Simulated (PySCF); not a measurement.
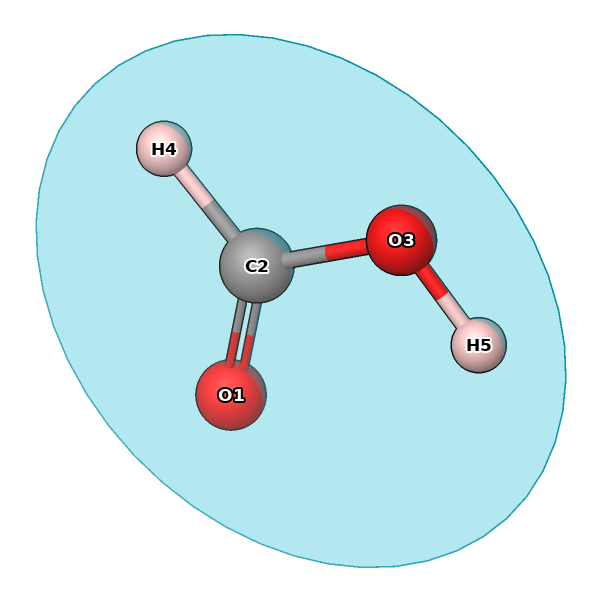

A disc through the centre of mass is drawn in. Depth is shown by fading: the farther an atom, the more it takes the colour of the background. Computed geometry: PBE0-D3(BJ)/def2-SVP optimisation. No frequency run is at hand to confirm it as a minimum.

Question: Is the plane of the disc a mirror plane of the structure?

Answer: Yes. The reflection leaves O1, C2, O3, H4, H5 in place. The point group is Cs.
